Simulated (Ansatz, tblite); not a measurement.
# B(NH2Me)Me3 (C₄H₁₄BN): a ladder of methods and basis sets, part 2 of 2

How do method and basis change the picture of B(NH2Me)Me3 (C₄H₁₄BN) (singlet)?

Ansatz 0.2.0, Gaussian basis; as each input shows. Earlier steps stand in the parts before.

## Step 9: PBE-D4/def2-SVP

in.yaml reads:

```yaml
crystal:
  periodic: [false, false, false]
  atoms:
    - {symbol: B, position_ang: [-0.120003, -0.197000, -0.466911]}
    - {symbol: C, position_ang: [0.548240, 0.902339, 1.925927]}
    - {symbol: C, position_ang: [1.440198, -0.227886, -0.930115]}
    - {symbol: C, position_ang: [-0.923820, 1.146194, -0.913740]}
    - {symbol: C, position_ang: [-0.920844, -1.570149, -0.829952]}
    - {symbol: N, position_ang: [-0.116790, -0.210042, 1.218516]}
    - {symbol: H, position_ang: [0.305457, -1.110248, 1.493882]}
    - {symbol: H, position_ang: [-1.106911, -0.271354, 1.502030]}
    - {symbol: H, position_ang: [0.484972, 0.793506, 3.027170]}
    - {symbol: H, position_ang: [1.609040, 0.935592, 1.619009]}
    - {symbol: H, position_ang: [0.073407, 1.852292, 1.621314]}
    - {symbol: H, position_ang: [1.490493, -0.341786, -2.034451]}
    - {symbol: H, position_ang: [2.016100, -1.086388, -0.511726]}
    - {symbol: H, position_ang: [2.011746, 0.698731, -0.697089]}
    - {symbol: H, position_ang: [-1.053044, 1.143715, -2.017532]}
    - {symbol: H, position_ang: [-0.402329, 2.100358, -0.674443]}
    - {symbol: H, position_ang: [-1.952925, 1.215626, -0.489610]}
    - {symbol: H, position_ang: [-1.968539, -1.593758, -0.447830]}
    - {symbol: H, position_ang: [-0.416726, -2.494749, -0.462170]}
    - {symbol: H, position_ang: [-0.997733, -1.685002, -1.932290]}
basis:
  gaussian: {orbitals: def2-SVP, initial_orbitals: start.molden}
hamiltonian: {xc: pbe, dispersion: d4}
scf: {omitted_lower_state_checks: [starts]}
output: {orbitals: {seedname: orbitals}}
```

Command:

```bash
ansatz run in.yaml --threads 4 --pin off --events-out ev --progress --plain --max-ram 4787MiB
```

The program printed:

```text
Functional definition: PBE
  name "PBE"
  cite "Perdew, Burke & Ernzerhof, Phys. Rev. Lett. 77, 3865 (1996) doi:10.1103/PhysRevLett.77.3865"
  parent pbe
  parameter kappa = 0.804
  parameter beta = 0.06672455060314922
  exchange = pbe_x(kappa = kappa, mu = beta*pi^2/3)
  correlation = pbe_c(beta = beta)
these checks for a lower state are left out or cut short: starts
1770 factors; their error is unknown
mean field evaluation 1: about -6529.3911 eV, gradient 9.2e0 eV
mean field evaluation 2: about -6529.6268 eV, gradient 1.6e-1 eV
mean field evaluation 4: about -6529.5551 eV, gradient 3.0e-4 eV
mean field -6529.55507373 eV, -239.9567230681 hartree, gradient 2.5e-5 eV, S^2 0.000000; 0 other end points of the search recorded, 0 dependent functions left out
reference -6529.55511205 eV, -239.9567244764 hartree; 25, 25 occupied and 129, 129 virtual orbitals, 1770 factors
Total energy: -6529.98253126 eV, -239.9724318427 hartree
Checks for a lower state left out: starts
```

Wall time 1.8 s (4 threads of Arm Neoverse V1, shared host).

HOMO -5.85 eV, LUMO -0.08 eV.

## Step 10: PBE0-D4/def2-SVP

in.yaml: that of step 9 with these lines changed.

```diff
@@ -25,3 +25,3 @@
   gaussian: {orbitals: def2-SVP, initial_orbitals: start.molden}
-hamiltonian: {xc: pbe, dispersion: d4}
+hamiltonian: {xc: pbe0, dispersion: d4}
 scf: {omitted_lower_state_checks: [starts]}
```

Launched as before.

The program printed:

```text
Functional definition: PBE0
  name "PBE0"
  cite "Adamo & Barone, J. Chem. Phys. 110, 6158 (1999) doi:10.1063/1.478522"
  cite "Perdew, Burke & Ernzerhof, Phys. Rev. Lett. 77, 3865 (1996) doi:10.1103/PhysRevLett.77.3865"
  parent pbe
  parameter a = 0.25
  parameter kappa = 0.804
  parameter beta = 0.06672455060314922
  exchange = (1 - a)*pbe_x(kappa = kappa, mu = beta*pi^2/3) + a*exact_x
  correlation = pbe_c(beta = beta)
these checks for a lower state are left out or cut short: starts
1770 factors; their error is unknown
mean field evaluation 1: about -6530.9672 eV, gradient 7.0e0 eV
mean field evaluation 2: about -6531.1077 eV, gradient 1.0e-1 eV
mean field evaluation 4: about -6531.0809 eV, gradient 1.9e-4 eV
mean field -6531.08085916 eV, -240.0127946484 hartree, gradient 1.5e-5 eV, S^2 0.000000; 0 other end points of the search recorded, 0 dependent functions left out
reference -6531.08088875 eV, -240.0127957358 hartree; 25, 25 occupied and 129, 129 virtual orbitals, 1770 factors
Total energy: -6531.44320123 eV, -240.0261104741 hartree
Checks for a lower state left out: starts
```

It took 2.4 s on 4 threads of Arm Neoverse V1, shared host.

From the report: HOMO -7.22 eV, LUMO 0.82 eV.

## Step 11: HF/STO-3G

in.yaml: that of step 10 with these lines changed.

```diff
@@ -24,4 +24,4 @@
 basis:
-  gaussian: {orbitals: def2-SVP, initial_orbitals: start.molden}
-hamiltonian: {xc: pbe0, dispersion: d4}
+  gaussian: {orbitals: STO-3G}
+hamiltonian: {xc: hf}
 scf: {omitted_lower_state_checks: [starts]}
```

Launched as before.

The program printed:

```text
Functional definition: HF
  name "HF"
  cite "Fock, Z. Phys. 61, 126 (1930) doi:10.1007/BF01340294"
  parent pbe
  exchange = exact_x
  correlation = 0
these checks for a lower state are left out or cut short: starts
620 factors; integrals over basis functions are off by at most 7.6e-5 eV
mean field evaluation 1: about -6418.1259 eV, gradient 2.0e1 eV
mean field evaluation 2: about -6418.5037 eV, gradient 2.0e1 eV
mean field evaluation 4: about -6420.0749 eV, gradient 1.4e0 eV
mean field evaluation 8: about -6420.0807 eV, gradient 2.9e-2 eV
mean field -6420.08068616 eV, -235.9336135295 hartree, gradient 5.8e-6 eV, S^2 0.000000; 0 other end points of the search recorded, 0 dependent functions left out
reference -6420.08068616 eV, -235.9336135295 hartree; 25, 25 occupied and 19, 19 virtual orbitals, 620 factors
Total energy: -6420.08068616 eV, -235.9336135295 hartree
Checks for a lower state left out: starts
```

Wall time 0.25 s (4 threads of Arm Neoverse V1, shared host).

From the report: HOMO -8.88 eV, LUMO 13.79 eV.

## Step 12: CCSD(T)/def2-SVP

in.yaml: that of step 11 with these lines changed.

```diff
@@ -24,4 +24,4 @@
 basis:
-  gaussian: {orbitals: STO-3G}
-hamiltonian: {xc: hf}
+  gaussian: {orbitals: def2-SVP, initial_orbitals: start.molden}
+correlation: {method: ccsd_t}
 scf: {omitted_lower_state_checks: [starts]}
```

The command is unchanged.

The program printed, shortened:

```text
Functional definition: HF
  name "HF"
  cite "Fock, Z. Phys. 61, 126 (1930) doi:10.1007/BF01340294"
  parent pbe
[...]
1607 factors; integrals over basis functions are off by at most 1.2e-3 eV
[...]
mean field -6492.76073374 eV, -238.6045560137 hartree, gradient 4.3e-6 eV, S^2 0.000000; 0 other end points of the search recorded, 0 dependent functions left out
6 core orbitals not correlated: weight in the atoms' cores, before any rotation towards them, 1.000 or more for the frozen orbitals, at most 0.000 for the correlated occupied ones
reference -6492.76073374 eV, -238.6045560137 hartree; 19, 19 occupied and 129, 129 virtual orbitals, 1607 factors
second order -23.84443209 eV of doubles, -0.00000000 eV of singles
cycle   1  -25.40979591 eV  change    -1.6e0 eV  update   9.5e-2
[...]
cycle   8  -26.16342984 eV  change   -1.1e-5 eV  update   2.2e-5
perturbative correction -0.75704145 eV, -0.0278207601 hartree
Total energy: -6519.68120503 eV, -239.5938650862 hartree
Checks for a lower state left out: starts
```

Wall time 43 s (4 threads of Arm Neoverse V1, shared host); peak memory 1.6 GiB.

Report: Hartree-Fock HOMO -10.57 eV, LUMO 3.82 eV; T1 0.008.

## Step 13: MP2/def2-TZVP

in.yaml: that of step 12 with these lines changed.

```diff
@@ -24,4 +24,4 @@
 basis:
-  gaussian: {orbitals: def2-SVP, initial_orbitals: start.molden}
-correlation: {method: ccsd_t}
+  gaussian: {orbitals: def2-TZVP, initial_orbitals: start.molden}
+correlation: {method: mp2}
 scf: {omitted_lower_state_checks: [starts]}
```

Same command.

The program printed:

```text
Functional definition: HF
  name "HF"
  cite "Fock, Z. Phys. 61, 126 (1930) doi:10.1007/BF01340294"
  parent pbe
  exchange = exact_x
  correlation = 0
these checks for a lower state are left out or cut short: starts
1878 factors; integrals over basis functions are off by at most 1.3e-3 eV
mean field evaluation 1: about -6498.6466 eV, gradient 2.6e1 eV
mean field evaluation 2: about -6499.4380 eV, gradient 7.4e-1 eV
mean field evaluation 4: about -6499.6299 eV, gradient 3.8e-3 eV
mean field evaluation 8: about -6499.6299 eV, gradient 1.5e-6 eV
mean field -6499.62992024 eV, -238.8569939615 hartree, gradient 1.5e-6 eV, S^2 0.000000; 0 other end points of the search recorded, 0 dependent functions left out
6 core orbitals not correlated: weight in the atoms' cores, before any rotation towards them, 1.000 or more for the frozen orbitals, at most 0.000 for the correlated occupied ones
reference -6499.62992024 eV, -238.8569939615 hartree; 19, 19 occupied and 245, 245 virtual orbitals, 1878 factors
second order -28.16307815 eV of doubles, -0.00000000 eV of singles
Total energy: -6527.79299840 eV, -239.8919679940 hartree
Checks for a lower state left out: starts
```

It took 5.5 s on 4 threads of Arm Neoverse V1, shared host; peak memory 0.82 GiB.

Hartree-Fock HOMO -10.58 eV, LUMO 2.91 eV.

## Step 14: Levels side by side

| level | functions | HOMO (eV) | LUMO (eV) | gap (eV) | time |
| --- | --- | --- | --- | --- | --- |
| HF/STO-3G | 44 | -8.88 | 13.79 | 22.67 | 0.25 s |
| PBE-D4/def2-SVP | 154 | -5.85 | -0.08 | 5.77 | 1.8 s |
| PBE-D4/def2-TZVP | 270 | -6.04 | -0.57 | 5.47 | 4.3 s |
| BLYP-D4/def2-TZVP | 270 | -5.95 | -0.59 | 5.36 | 3.5 s |
| r2SCAN-D4/def2-TZVP | 270 | -6.29 | 0.06 | 6.35 | 7 s |
| PBE0-D4/def2-SVP | 154 | -7.22 | 0.82 | 8.04 | 2.4 s |
| PBE0-D4/def2-TZVP | 270 | -7.34 | 0.27 | 7.61 | 4.8 s |
| HSE06-D4/def2-TZVP | 270 | -6.94 | -0.10 | 6.84 | 4.8 s |
| ωB97X-V/def2-TZVP | 270 | -9.75 | 2.13 | 11.88 | 13 s |

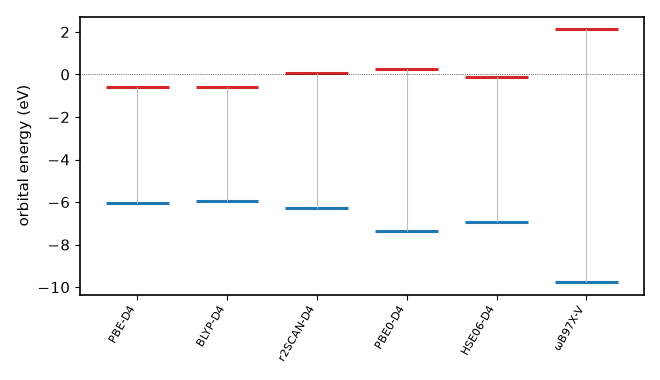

Highest filled (blue) and lowest empty (red) level in def2-TZVP.

The pieces so far (eV):

| basis | HF | MP2 correlation | CCSD correlation | (T) | total |
| --- | --- | --- | --- | --- | --- |
| def2-SVP | -6492.7607 | -23.8444 | -26.1634 | -0.7570 | -6519.6812 |
| def2-TZVP | -6499.6299 | -28.1631 |  |  | -6527.7930 (MP2) |

## Step 15: Binding energy

Free atoms were run apart at each level; binding is atoms less cluster, divided by the number of atoms, without zero-point or spin-orbit terms.

Differences are taken before rounding.

| method | binding an atom (eV) | from CCSD(T)/def2-SVP (eV) | time |
| --- | --- | --- | --- |
| HF/STO-3G | 3.728 | -0.031 | 0.25 s |
| HF/def2-SVP | 2.989 | -0.770 |  |
| HF/def2-TZVP | 2.932 | -0.827 |  |
| PBE-D4/def2-SVP | 3.998 | +0.240 | 1.8 s |
| PBE-D4/def2-TZVP | 3.967 | +0.209 | 4.3 s |
| BLYP-D4/def2-TZVP | 3.894 | +0.136 | 3.5 s |
| r2SCAN-D4/def2-TZVP | 3.910 | +0.152 | 7 s |
| PBE0-D4/def2-SVP | 3.961 | +0.202 | 2.4 s |
| PBE0-D4/def2-TZVP | 3.923 | +0.165 | 4.8 s |
| HSE06-D4/def2-TZVP | 3.925 | +0.167 | 4.8 s |
| ωB97X-V/def2-TZVP | 3.910 | +0.152 | 13 s |
| MP2/def2-SVP | 3.765 | +0.007 |  |
| MP2/def2-TZVP | 3.792 | +0.033 | 5.5 s |
| CCSD/def2-SVP | 3.728 | -0.030 |  |
| CCSD(T)/def2-SVP | 3.758 | 0 | 43 s |

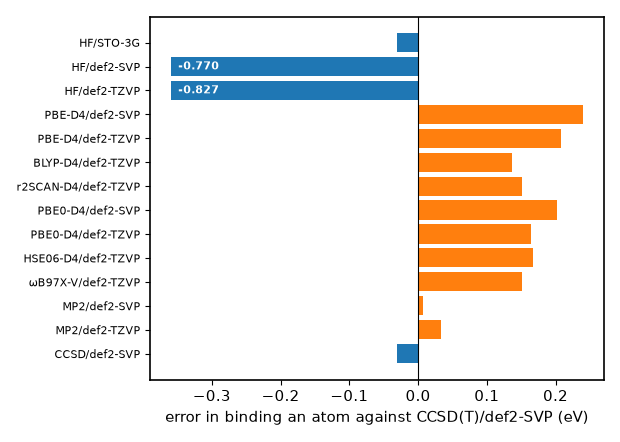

Error of each method against CCSD(T)/def2-SVP. Bars with a number in them are cut short.

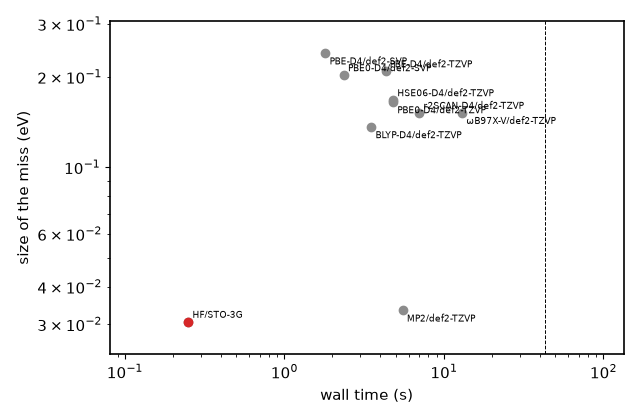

Miss against cost. Red marks the levels that no quicker level drawn beats (of those quicker than the yardstick), and the dashed line is the time of CCSD(T)/def2-SVP. Times are from a shared host.

## Step 16: Results

This closing draws on all 2 parts.

| quantity | value |
| --- | --- |
| gap in def2-TZVP, named functionals, smallest and largest | 5.36 eV (BLYP-D4), 11.88 eV (ωB97X-V) |
| correlation energy, CCSD(T)/def2-SVP | -26.92 eV |
| correlation energy, MP2/def2-TZVP | -28.16 eV |
| binding an atom, CCSD(T)/def2-SVP | 3.758 eV |
| PBE0 total energy, smallest basis above largest | 6.95 eV (def2-SVP, def2-TZVP) |

What this shows: Over the named functionals in def2-TZVP the gap runs from 5.36 eV (BLYP-D4) to 11.88 eV (ωB97X-V); exact exchange widens it. A small miss in a minimal or small basis is a cancelling of errors, not accuracy. The functionals in def2-TZVP miss CCSD(T)/def2-SVP by +0.136 (BLYP-D4) to +0.209 eV (PBE-D4) an atom. The yardstick is in a double-zeta basis, so levels in larger sets aren't compared like for like. CCSD(T)/def2-SVP isn't at the basis-set limit; small misses against it rank nothing.

HF/STO-3G reaches 0.031 eV from the reference in 0.25 s, where CCSD(T)/def2-SVP took 43 s. The slowest run with a step of its own, CCSD(T)/def2-SVP, took 43 s; the quickest functional in def2-TZVP took 3.5 s (shared host).
